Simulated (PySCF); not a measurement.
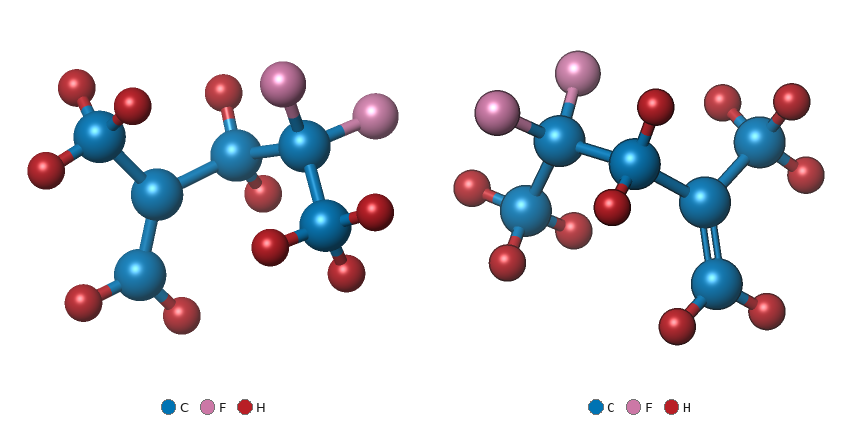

Two views of one molecule.

Computed geometry: GFN2-xTB optimisation. No frequency run is at hand to confirm it as a minimum.

**What is the molecular formula?**

C₆H₁₀F₂, 18 atoms: 6 carbon, 10 hydrogen and 2 fluorine.

**Name functional groups in it.**

Among them: alkene, C–F bond.

**Describe its rings.**

It has no ring.

**Give a SMILES string for it.**

C=C(C)CC(C)(F)F

More results for the same structure follow; atom numbers are the same in all pictures, views and colours differ.

Symmetry

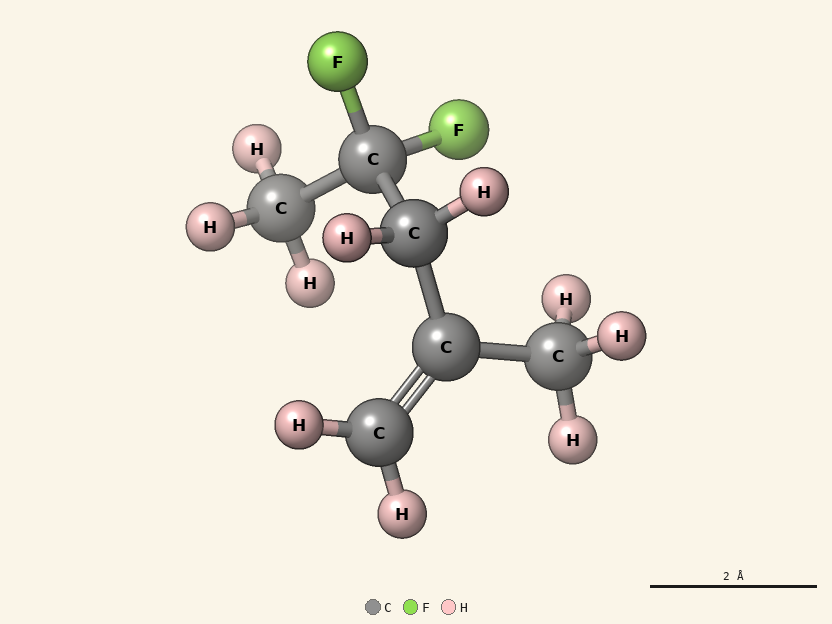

Atoms fade into the background with distance from the viewer. No frequency run is at hand to confirm it as a minimum. Masses are those of the most abundant isotopes; constants are for the rigid equilibrium geometry.

**Classify the rotor and give the rotational constants (cm⁻¹).**

An asymmetric top (C1): A = 0.107, B = 0.0470, C = 0.0418 cm⁻¹. Ray's parameter κ is −0.84, nearer the prolate limit.

Charges

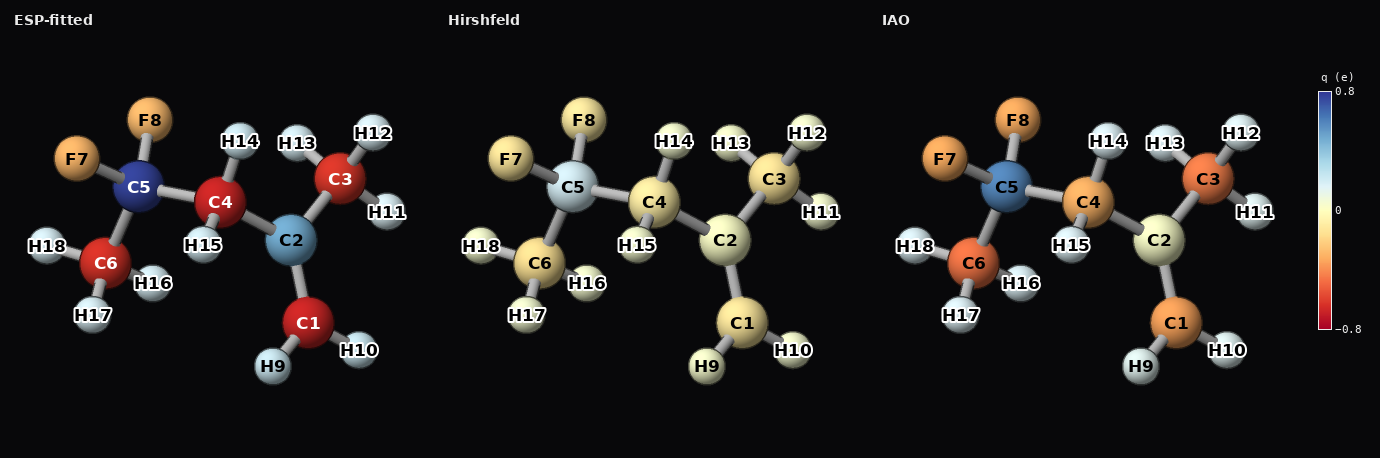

Atomic charges of one calculation by 3 schemes, on one colour scale. No frequency run is at hand to confirm it as a minimum. Computed with PBE0/pcSseg-1 (PySCF 2.14.0).

**Which scheme gives the most polar picture (largest mean size of the charges)?**

The ESP-fitted charges are the largest in size here, and the Hirshfeld charges the smallest.

**On which atom do the schemes disagree most?**

On C4 (from −0.67 to −0.09 e); C5 (from 0.19 to 0.76 e).

List the charges (e), one line for each set of equivalent atoms.

| atom | ESP-fitted | Hirshfeld | IAO |
| --- | --- | --- | --- |
| C1 | −0.67 | −0.11 | −0.34 |
| C2 | 0.48 | 0.02 | 0.03 |
| C3 | −0.62 | −0.12 | −0.43 |
| C4 | −0.67 | −0.09 | −0.30 |
| C5 | 0.76 | 0.19 | 0.58 |
| C6 | −0.63 | −0.14 | −0.45 |
| F7 | −0.28 | −0.11 | −0.32 |
| F8 | −0.27 | −0.10 | −0.31 |
| H9 | 0.22 | 0.04 | 0.14 |
| H10 | 0.22 | 0.04 | 0.15 |
| H11 | 0.16 | 0.05 | 0.15 |
| H12 | 0.17 | 0.05 | 0.15 |
| H13 | 0.19 | 0.04 | 0.16 |
| H14 | 0.21 | 0.05 | 0.16 |
| H15 | 0.19 | 0.05 | 0.16 |
| H16 | 0.18 | 0.04 | 0.16 |
| H17 | 0.18 | 0.05 | 0.16 |
| H18 | 0.17 | 0.05 | 0.16 |

Dipole moment

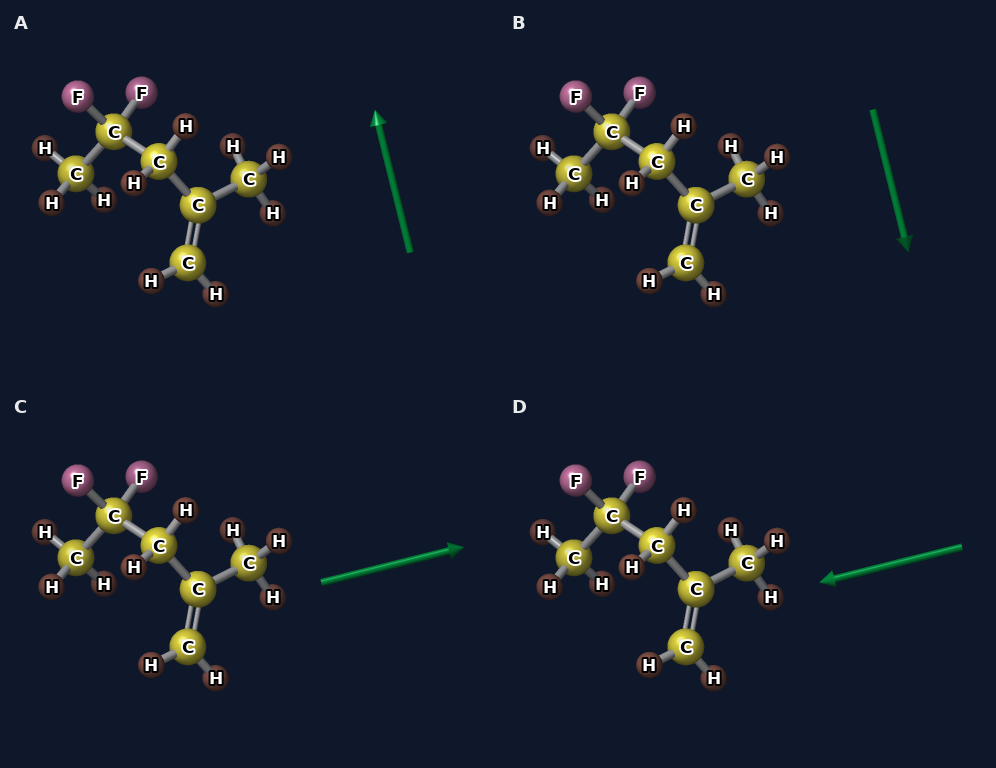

The same molecule four times, each with an arrow. No frequency run is at hand to confirm it as a minimum. Properties computed with PBE0/def2-SVPD, gas phase (PySCF 2.14.0).

**Which arrow points along the dipole moment, from the negative to the positive end?**

B. The dipole moment is 2.12 D.

Bond orders

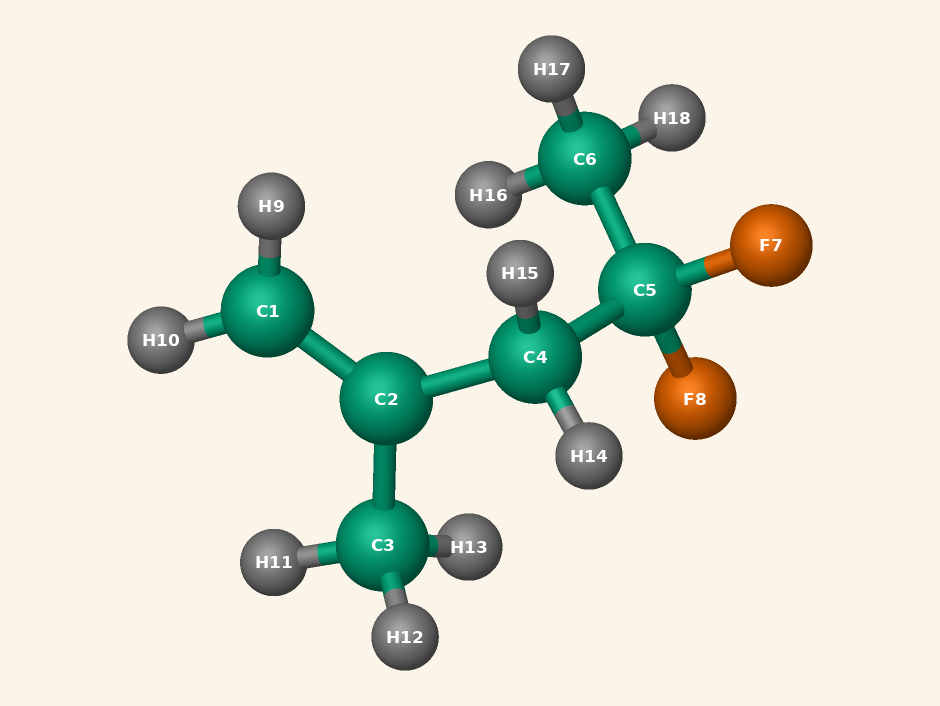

Every bond is drawn as one stick. No frequency run is at hand to confirm it as a minimum. Method: PBE0/pcSseg-1 (PySCF 2.14.0).

**Which bond between heavy atoms has the highest Mayer bond order?**

C1–C2, 1.97, at a length of 1.324 Å.

List the Mayer bond orders of C1–C2, C2–C3, C2–C4, C4–C5, C5–C6, C5–F7, C5–F8 (bonds between heavy atoms, one of each equivalent set).

```csv
bond,Mayer order,length (Å)
C1–C2,1.97,1.324
C2–C3,1.04,1.496
C2–C4,1.02,1.506
C4–C5,1.00,1.532
C5–C6,1.03,1.516
C5–F7,0.92,1.372
C5–F8,0.92,1.369
```
